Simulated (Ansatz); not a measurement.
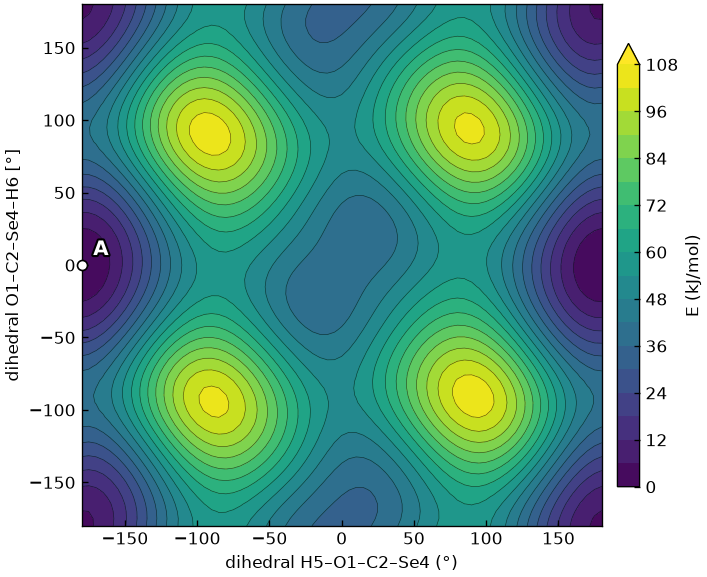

CH₂OSSe, SMILES OC(=S)[SeH]. Coordinates scanned: (1) dihedral H5–O1–C2–Se4; (2) dihedral O1–C2–Se4–H6. Nothing is relaxed (all other coordinates rigid). The grid has 18 × 18 points; 164 points were computed and 160 follow by symmetry. Points are written as (first, second). Energies: kJ/mol, counted from the relaxed molecule at the same level. Level of theory: Ansatz, RKS PBE0-D4/def2-SVP.

The picture shows filled contours, one colour for all values above the top of the scale, the point A. Between grid points the surface is interpolated.

Q: What is the easiest way out of the well at A, and how high is the barrier?

A: The easiest path leads from the well at (−180°, 0°) to the well at (−180°, −180°), about 4.9 kJ/mol higher. Its highest point lies about 41 kJ/mol above the bottom of the first well on the interpolated surface, at about (180°, 90°). Seen from the upper well the barrier is about 36 kJ/mol. The start is the relaxed structure and all else is held, so a fully relaxed path at this level can only be lower.

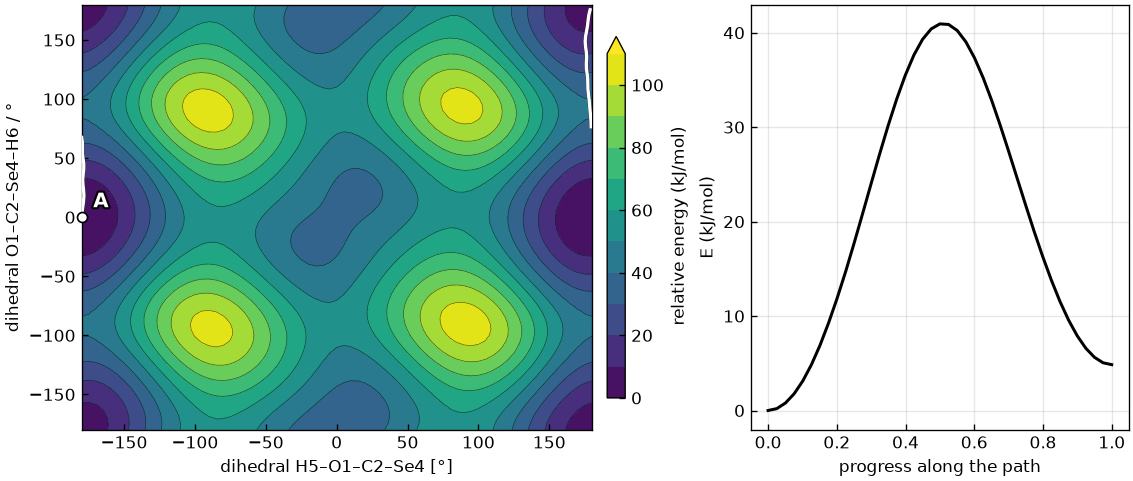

Drawn: filled contours, a line along the lowest path, one colour for all values above the top of the scale, the energy along the path at the right. Between grid points the surface is interpolated.
